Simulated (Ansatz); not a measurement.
# SiGeH4 (singlet): one geometry, many settings

Aim: run SiGeH4 (singlet) at one geometry under a spread of methods and options, and see what each costs and gives.

Method: the settings change from run to run; program: Ansatz 0.2.0, Gaussian basis.

9 further runs of the same task are left out: 3 that didn't finish, 6 set aside as unsound or not needed.

## (1) The system

The geometry is a PBE0/def2-TZVP stationary point (not a proven minimum). No spin-orbit coupling is included. The filled d shell of Ge may be among the frozen orbitals whatever the setting's name suggests; the logs give the count.

6 atoms, charge 0, spin multiplicity 1.

Atoms are counted from 1 here; the program's logs count them from 0.

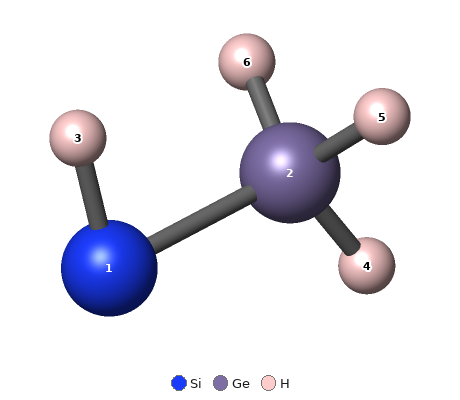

The geometry (silicon blue, germanium purple, hydrogen pink); atoms are numbered from 1 in the order of the file.

Geometry (Å):

```mol
GeH4Si
  3D, bonds by distance, orders not assigned

  6  5  0  0  0  0  0  0  0  0999 V2000
   -0.0007   -0.0931    1.7691 Si  0  0
   -0.0001    0.0132   -0.6582 Ge  0  0
    0.0020    1.4326    1.8041 H   0  0
   -0.0315   -1.3611   -1.3540 H   0  0
    1.2699    0.7478   -1.1427 H   0  0
   -1.2124    0.8215   -1.1701 H   0  0
  1  2  8  0
  1  3  8  0
  2  4  8  0
  2  5  8  0
  2  6  8  0
M  END
```

## (2) NEVPT2(4,4)/STO-3G

in.yaml

```yaml
crystal:
  periodic: [false, false, false]
  atoms:
    - {symbol: Si, position_ang: [-0.000654, -0.093078, 1.769086]}
    - {symbol: Ge, position_ang: [-0.000135, 0.013219, -0.658153]}
    - {symbol: H, position_ang: [0.002033, 1.432640, 1.804104]}
    - {symbol: H, position_ang: [-0.031486, -1.361054, -1.353967]}
    - {symbol: H, position_ang: [1.269853, 0.747832, -1.142672]}
    - {symbol: H, position_ang: [-1.212415, 0.821483, -1.170072]}
basis:
  gaussian: {orbitals: STO-3G}
correlation: {method: sc_nevpt2, electrons: outside_noble_gas, active_space: {window: {electrons: 4, orbitals: 4}}}
output: {forces: true}
```

The run is started by

```bash
$ ansatz run in.yaml --threads 1 --pin off --events-out ev --progress --plain --max-ram 2393MiB
```

Output (excerpt; [...] marks lines left out):

```text
Functional definition: HF
  name "HF"
  cite "Fock, Z. Phys. 61, 126 (1930) doi:10.1007/BF01340294"
  parent pbe
[...]
328 factors; integrals over basis functions are off by at most 2.8e-5 eV
[...]
mean field -63664.25676631 eV, -2339.6182829787 hartree, gradient 3.2e-6 eV, S^2 0.000000; 0 other end points of the search recorded, 0 dependent functions left out; unrestricted orbitals would lower it
reference -63664.25676631 eV, -2339.6182829787 hartree; 25, 25 occupied and 6, 6 virtual orbitals, 328 factors
state -63665.17810213 eV, -2339.6521414458 hartree
state -63665.17810213 eV, -2339.6521414458 hartree; corrected -63666.32605185 eV, -2339.6943278198 hartree
state -63665.07151025 eV, -2339.6482242662 hartree
state -63665.07151025 eV, -2339.6482242662 hartree; corrected -63666.26186151 eV, -2339.6919688682 hartree
state -63665.17810213 eV, -2339.6521414458 hartree; corrected -63666.32605185 eV, -2339.6943278198 hartree
state -63664.94114891 eV, -2339.6434335755 hartree
state -63664.94114891 eV, -2339.6434335755 hartree; corrected -63666.26278976 eV, -2339.6920029810 hartree
state -63665.17810213 eV, -2339.6521414458 hartree; corrected -63666.32605185 eV, -2339.6943278198 hartree
[...]
Total energy: -63666.32605185 eV, -2339.6943278198 hartree
Atom 0 at    -0.000654    -0.093078     1.769086 Å, force    -0.010767     0.673306    -0.648349 eV/Å
Atom 1 at    -0.000135     0.013219    -0.658153 Å, force     0.060510     0.508548    -0.977021 eV/Å
Atom 2 at     0.002033     1.432640     1.804104 Å, force    -0.001112    -0.627004     0.081340 eV/Å
Atom 3 at    -0.031486    -1.361054    -1.353967 Å, force     0.026963     1.314712     0.591399 eV/Å
Atom 4 at     1.269853     0.747832    -1.142672 Å, force    -1.517918    -0.890435     0.452150 eV/Å
Atom 5 at    -1.212415     0.821483    -1.170072 Å, force     1.442324    -0.979128     0.500481 eV/Å
Dipole moment:    -0.003542    -0.026128     0.258092 e Å
```

Run time: 2.6 s. Hardware: 1 thread of Arm Neoverse N1, shared host.

From the report: 36 determinants; active occupations 1.98, 1.97, 0.03, 0.02.

## (3) MP2 on UHF/cc-pVDZ

in.yaml, as its differences from that of step 2:

```diff
@@ -10,4 +10,5 @@
 basis:
-  gaussian: {orbitals: STO-3G}
-correlation: {method: sc_nevpt2, electrons: outside_noble_gas, active_space: {window: {electrons: 4, orbitals: 4}}}
+  gaussian: {orbitals: cc-pVDZ}
+magnetization: {spin_polarized: true, initial_magnetization: 0}
+correlation: {method: mp2, electrons: outside_noble_gas}
 output: {forces: true}
```

The command is unchanged.

Output (excerpt; [...] marks lines left out):

```text
Functional definition: HF
  name "HF"
  cite "Fock, Z. Phys. 61, 126 (1930) doi:10.1007/BF01340294"
  parent pbe
[...]
683 factors; integrals over basis functions are off by at most 1.3e-3 eV
[...]
mean field -64396.45542866 eV, -2366.5260875180 hartree, gradient 3.9e-6 eV, S^2 0.449289; 3 other end points of the search recorded, 0 dependent functions left out
19 core orbitals not correlated: weight in the atoms' cores, before any rotation towards them, 0.999 or more for the frozen orbitals, at most 0.000 for the correlated occupied ones
reference -64396.45542866 eV, -2366.5260875180 hartree; 6, 6 occupied and 40, 40 virtual orbitals, 683 factors
second order -4.70934304 eV of doubles, -0.00000000 eV of singles
[...]
Total energy: -64401.16477170 eV, -2366.6991526825 hartree
Atom 0 at    -0.000654    -0.093078     1.769086 Å, force    -0.003017     0.061977     0.221545 eV/Å
Atom 1 at    -0.000135     0.013219    -0.658153 Å, force     0.005287    -0.030054    -0.317358 eV/Å
Atom 2 at     0.002033     1.432640     1.804104 Å, force     0.000640    -0.014744     0.080210 eV/Å
Atom 3 at    -0.031486    -1.361054    -1.353967 Å, force    -0.002050    -0.042142    -0.013300 eV/Å
Atom 4 at     1.269853     0.747832    -1.142672 Å, force     0.040625     0.011829     0.012809 eV/Å
Atom 5 at    -1.212415     0.821483    -1.170072 Å, force    -0.041485     0.013134     0.016094 eV/Å
Dipole moment:    -0.003934     0.030193     0.072554 e Å
```

It took 6.5 s on 1 thread of Arm Neoverse N1, shared host.

From the report: ⟨S²⟩ of the determinant 0.449 (pure singlet: 0.00).

## (4) MP2 on RHF/6-31G*

in.yaml, as its differences from that of step 3:

```diff
@@ -10,5 +10,5 @@
 basis:
-  gaussian: {orbitals: cc-pVDZ}
-magnetization: {spin_polarized: true, initial_magnetization: 0}
+  gaussian: {orbitals: "6-31G*"}
+magnetization: {spin_polarized: false}
 correlation: {method: mp2, electrons: outside_noble_gas}
-output: {forces: true}
+scf: {lower_state_search: off}
```

The command is unchanged.

Output (excerpt; [...] marks lines left out):

```text
Functional definition: HF
  name "HF"
  cite "Fock, Z. Phys. 61, 126 (1930) doi:10.1007/BF01340294"
  parent pbe
[...]
603 factors; integrals over basis functions are off by at most 1.0e-3 eV
[...]
mean field -64388.77556513 eV, -2366.2438577388 hartree, gradient 3.9e-6 eV, S^2 0.000000; 0 other end points of the search recorded, 0 dependent functions left out
19 core orbitals not correlated: weight in the atoms' cores, before any rotation towards them, 1.000 or more for the frozen orbitals, at most 0.000 for the correlated occupied ones
reference -64388.77556513 eV, -2366.2438577388 hartree; 6, 6 occupied and 37, 37 virtual orbitals, 603 factors
second order -4.01884086 eV of doubles, -0.00000000 eV of singles
Total energy: -64392.79440599 eV, -2366.3915474163 hartree
Checks for a lower state left out: stability, starts, cluster_reference, orbital_swaps, neighbouring_geometries, increment
```

It took 1.1 s on 1 thread of Arm Neoverse N1, shared host.

## (5) BCCD on RHF/6-31G

in.yaml, as its differences from that of step 4:

```diff
@@ -10,5 +10,5 @@
 basis:
-  gaussian: {orbitals: "6-31G*"}
+  gaussian: {orbitals: 6-31G, fitting: {mean_field: def2-universal-jkfit}}
 magnetization: {spin_polarized: false}
-correlation: {method: mp2, electrons: outside_noble_gas}
-scf: {lower_state_search: off}
+correlation: {method: bccd, electrons: outside_noble_gas}
+accuracy: high
```

The command is unchanged.

Output (excerpt; [...] marks lines left out):

```text
Functional definition: HF
  name "HF"
  cite "Fock, Z. Phys. 61, 126 (1930) doi:10.1007/BF01340294"
  parent pbe
[...]
466 factors; integrals over basis functions are off by at most 9.0e-2 eV
[...]
mean field -64386.34509636 eV, -2366.1545396589 hartree, gradient 1.1e-8 eV, S^2 0.000000; 0 other end points of the search recorded, 0 dependent functions left out; unrestricted orbitals would lower it
19 core orbitals not correlated: weight in the atoms' cores, before any rotation towards them, 0.998 or more for the frozen orbitals, at most 0.001 for the correlated occupied ones
reference -64386.34509636 eV, -2366.1545396589 hartree; 6, 6 occupied and 25, 25 virtual orbitals, 466 factors
second order -2.60772282 eV of doubles, -0.00000000 eV of singles
cycle   1  -3.24835613 eV  change   -6.4e-1 eV  update   7.6e-2
[...]
cycle  24  -3.58438933 eV  change   8.3e-10 eV  update  4.7e-10
Total energy: -64389.92948569 eV, -2366.2862635372 hartree
```

Run time: 1.3 s. Hardware: 1 thread of Arm Neoverse N1, shared host.

From the report: correlation -3.5844 eV; largest double amplitude 0.09.

## (6) CCSD(T) on RHF/cc-pVDZ

in.yaml, as its differences from that of step 5:

```diff
@@ -10,5 +10,6 @@
 basis:
-  gaussian: {orbitals: 6-31G, fitting: {mean_field: def2-universal-jkfit}}
+  gaussian: {orbitals: cc-pVDZ, point_charges: [{charge: -0.50, position_ang: [5.579, 0.304, 0.976]}]}
 magnetization: {spin_polarized: false}
-correlation: {method: bccd, electrons: outside_noble_gas}
+correlation: {method: ccsd_t, electrons: outside_noble_gas, diis_vectors: 2}
 accuracy: high
+scf: {lower_state_search: off}
```

Launched as before.

Output (excerpt; [...] marks lines left out):

```text
Functional definition: HF
  name "HF"
  cite "Fock, Z. Phys. 61, 126 (1930) doi:10.1007/BF01340294"
  parent pbe
[...]
1461 factors; integrals over basis functions are off by at most 4.6e-9 eV
[...]
mean field -64396.39958058 eV, -2366.5240351389 hartree, gradient 2.1e-8 eV, S^2 0.000000; 0 other end points of the search recorded, 0 dependent functions left out
19 core orbitals not correlated: weight in the atoms' cores, before any rotation towards them, 0.999 or more for the frozen orbitals, at most 0.000 for the correlated occupied ones
reference -64396.39958058 eV, -2366.5240351389 hartree; 6, 6 occupied and 40, 40 virtual orbitals, 1461 factors
second order -4.96161451 eV of doubles, -0.00000000 eV of singles
cycle   1  -5.87227689 eV  change   -9.1e-1 eV  update   8.1e-2
[...]
cycle  35  -6.25452613 eV  change   6.6e-10 eV  update  9.4e-10
perturbative correction -0.15956280 eV, -0.0058638248 hartree
Total energy: -64402.81366950 eV, -2366.7597485593 hartree
Checks for a lower state left out: stability, starts, cluster_reference, orbital_swaps, neighbouring_geometries, increment
```

It took 6.5 s on 1 thread of Arm Neoverse N1, shared host.

From the report: correlation -6.4141 eV; T1 0.014; largest double amplitude 0.08.

## (7) BCCD(T) on RHF/cc-pVDZ

in.yaml, as its differences from that of step 6:

```diff
@@ -10,6 +10,5 @@
 basis:
-  gaussian: {orbitals: cc-pVDZ, point_charges: [{charge: -0.50, position_ang: [5.579, 0.304, 0.976]}]}
+  gaussian: {orbitals: cc-pVDZ}
 magnetization: {spin_polarized: false}
-correlation: {method: ccsd_t, electrons: outside_noble_gas, diis_vectors: 2}
-accuracy: high
-scf: {lower_state_search: off}
+correlation: {method: bccd_t, electrons: outside_noble_gas}
+scf: {omitted_lower_state_checks: [cluster_reference]}
```

Same command.

Output (excerpt; [...] marks lines left out):

```text
Functional definition: HF
  name "HF"
  cite "Fock, Z. Phys. 61, 126 (1930) doi:10.1007/BF01340294"
  parent pbe
[...]
683 factors; integrals over basis functions are off by at most 1.3e-3 eV
[...]
mean field -64396.33710597 eV, -2366.5217392394 hartree, gradient 1.7e-6 eV, S^2 0.000000; 0 other end points of the search recorded, 0 dependent functions left out; unrestricted orbitals would lower it
19 core orbitals not correlated: weight in the atoms' cores, before any rotation towards them, 0.999 or more for the frozen orbitals, at most 0.000 for the correlated occupied ones
reference -64396.33710597 eV, -2366.5217392394 hartree; 6, 6 occupied and 40, 40 virtual orbitals, 683 factors
second order -4.96567403 eV of doubles, -0.00000000 eV of singles
cycle   1  -5.89053892 eV  change   -9.2e-1 eV  update   8.1e-2
[...]
cycle  10  -6.25444020 eV  change    7.5e-6 eV  update   1.1e-5
perturbative correction -0.16721284 eV, -0.0061449585 hartree
Total energy: -64402.75875901 eV, -2366.7577306357 hartree
Checks for a lower state left out: cluster_reference
```

Wall time 2.4 s (1 thread of Arm Neoverse N1, shared host).

From the report: correlation -6.4217 eV; largest double amplitude 0.08.

## (8) CISD/cc-pVDZ

in.yaml, as its differences from that of step 7:

```diff
@@ -10,5 +10,4 @@
 basis:
-  gaussian: {orbitals: cc-pVDZ}
-magnetization: {spin_polarized: false}
-correlation: {method: bccd_t, electrons: outside_noble_gas}
-scf: {omitted_lower_state_checks: [cluster_reference]}
+  gaussian: {orbitals: cc-pVDZ, fitting: {mean_field: def2-universal-jkfit}}
+correlation: {active_space: {ras: {orbitals: [6, 0, 40], electrons: 12, max_holes: 2, max_particles: 2}, fixed_orbitals: true}}
+output: {forces: true}
```

The command is unchanged.

Output (excerpt; [...] marks lines left out):

```text
Functional definition: HF
  name "HF"
  cite "Fock, Z. Phys. 61, 126 (1930) doi:10.1007/BF01340294"
  parent pbe
[...]
466 factors; integrals over basis functions are off by at most 3.8e-1 eV
[...]
mean field -64396.33660583 eV, -2366.5217208596 hartree, gradient 2.3e-6 eV, S^2 0.000000; 0 other end points of the search recorded, 0 dependent functions left out
reference -64396.33660583 eV, -2366.5217208596 hartree; 25, 25 occupied and 40, 40 virtual orbitals, 466 factors
state -64401.98596820 eV, -2366.7293310973 hartree
[...]
Total energy: -64401.98596820 eV, -2366.7293310973 hartree
Atom 0 at    -0.000654    -0.093078     1.769086 Å, force    -0.002762    -0.003842     0.319716 eV/Å
Atom 1 at    -0.000135     0.013219    -0.658153 Å, force     0.004121    -0.001301    -0.337999 eV/Å
Atom 2 at     0.002033     1.432640     1.804104 Å, force     0.000476     0.023380     0.050985 eV/Å
Atom 3 at    -0.031486    -1.361054    -1.353967 Å, force    -0.002288    -0.050371    -0.025170 eV/Å
Atom 4 at     1.269853     0.747832    -1.142672 Å, force     0.045345     0.015495    -0.005154 eV/Å
Atom 5 at    -1.212415     0.821483    -1.170072 Å, force    -0.044892     0.016638    -0.002377 eV/Å
Dipole moment:    -0.004095     0.020964     0.088454 e Å
```

Wall time 6.5 s (1 thread of Arm Neoverse N1, shared host); peak memory 0.25 GiB.

From the report: 81,481 determinants.

## (9) CCSD(T) on RHF/STO-3G

in.yaml, as its differences from that of step 8:

```diff
@@ -10,4 +10,5 @@
 basis:
-  gaussian: {orbitals: cc-pVDZ, fitting: {mean_field: def2-universal-jkfit}}
-correlation: {active_space: {ras: {orbitals: [6, 0, 40], electrons: 12, max_holes: 2, max_particles: 2}, fixed_orbitals: true}}
-output: {forces: true}
+  gaussian: {orbitals: STO-3G, point_charges: [{charge: 1.00, position_ang: [3.940, -0.821, 0.645]}]}
+magnetization: {spin_polarized: false}
+correlation: {method: ccsd_t, electrons: outside_noble_gas}
+accuracy: high
```

Same command.

Output (excerpt; [...] marks lines left out):

```text
Functional definition: HF
  name "HF"
  cite "Fock, Z. Phys. 61, 126 (1930) doi:10.1007/BF01340294"
  parent pbe
[...]
477 factors; integrals over basis functions are off by at most 5.3e-9 eV
[...]
mean field -63664.11480285 eV, -2339.6130659177 hartree, gradient 3.3e-8 eV, S^2 0.000000; 0 other end points of the search recorded, 0 dependent functions left out; unrestricted orbitals would lower it
[...]
19 core orbitals not correlated, not the lowest: weight in the atoms' cores, before any rotation towards them, 0.869 or more for the frozen orbitals, at most 0.130 for the correlated occupied ones
reference -63664.11480285 eV, -2339.6130659177 hartree; 6, 6 occupied and 6, 6 virtual orbitals, 477 factors
second order -1.78283839 eV of doubles, -0.00000000 eV of singles
cycle   1  -2.36584817 eV  change   -5.8e-1 eV  update   7.2e-2
[...]
cycle  22  -2.73168794 eV  change  -5.3e-10 eV  update  8.9e-10
perturbative correction -0.01744980 eV, -0.0006412685 hartree
Total energy: -63666.86394059 eV, -2339.7140948662 hartree
```

Wall time 0.57 s (1 thread of Arm Neoverse N1, shared host).

From the report: correlation -2.7491 eV; T1 0.007; largest double amplitude 0.09.

## (10) BCCD(T) on RHF/def2-mTZVP

in.yaml, as its differences from that of step 9:

```diff
@@ -10,5 +10,6 @@
 basis:
-  gaussian: {orbitals: STO-3G, point_charges: [{charge: 1.00, position_ang: [3.940, -0.821, 0.645]}]}
+  gaussian: {orbitals: def2-mTZVP}
 magnetization: {spin_polarized: false}
-correlation: {method: ccsd_t, electrons: outside_noble_gas}
+correlation: {method: bccd_t, electrons: outside_noble_gas}
 accuracy: high
+scf: {lower_state_search: full}
```

Launched as before.

Output (excerpt; [...] marks lines left out):

```text
Functional definition: HF
  name "HF"
  cite "Fock, Z. Phys. 61, 126 (1930) doi:10.1007/BF01340294"
  parent pbe
[...]
1319 factors; integrals over basis functions are off by at most 4.7e-9 eV
[...]
mean field -64396.97857191 eV, -2366.5453126777 hartree, gradient 5.8e-8 eV, S^2 0.000000; 0 other end points of the search recorded, 0 dependent functions left out; unrestricted orbitals would lower it
19 core orbitals not correlated: weight in the atoms' cores, before any rotation towards them, 0.999 or more for the frozen orbitals, at most 0.000 for the correlated occupied ones
reference -64396.97857191 eV, -2366.5453126777 hartree; 6, 6 occupied and 45, 45 virtual orbitals, 1319 factors
second order -4.13111719 eV of doubles, -0.00000000 eV of singles
cycle   1  -4.89826481 eV  change   -7.7e-1 eV  update   8.2e-2
[...]
cycle  26  -5.26258000 eV  change  -5.3e-10 eV  update  7.2e-10
perturbative correction -0.16102845 eV, -0.0059176865 hartree
Total energy: -64402.40218036 eV, -2366.7446266121 hartree
```

It took 7.5 s on 1 thread of Arm Neoverse N1, shared host.

From the report: correlation -5.4236 eV; largest double amplitude 0.08.

## (11) The runs in one table

```csv
level,correlated,functions,energy (eV),time
"NEVPT2(4,4)/STO-3G",outside noble gas,31,-63666.3261,2.6 s
MP2 on UHF/cc-pVDZ,outside noble gas,65,-64401.1648,6.5 s
MP2 on RHF/6-31G*,outside noble gas,62,-64392.7944,1.1 s
BCCD on RHF/6-31G,outside noble gas,50,-64389.9295,1.3 s
CCSD(T) on RHF/cc-pVDZ (beside a point charge),outside noble gas,65,-64402.8137,6.5 s
BCCD(T) on RHF/cc-pVDZ,outside noble gas,65,-64402.7588,2.4 s
CISD/cc-pVDZ,outside noble gas,65,-64401.9860,6.5 s
CCSD(T) on RHF/STO-3G (beside a point charge),outside noble gas,31,-63666.8639,0.57 s
BCCD(T) on RHF/def2-mTZVP,outside noble gas,70,-64402.4022,7.5 s
```

## (12) Summary of results

```
quantity                                                  value
    runs                                                      9
quickest  CCSD(T) on RHF/STO-3G (beside a point charge), 0.57 s
 slowest                       BCCD(T) on RHF/def2-mTZVP, 7.5 s
```

**Reading.** Total energies in different bases, with other cores or another treatment of relativity can't be set against each other. BCCD(T) on RHF/def2-mTZVP took 13 times as long as CCSD(T) on RHF/STO-3G (beside a point charge); the jobs differ in more than the method.
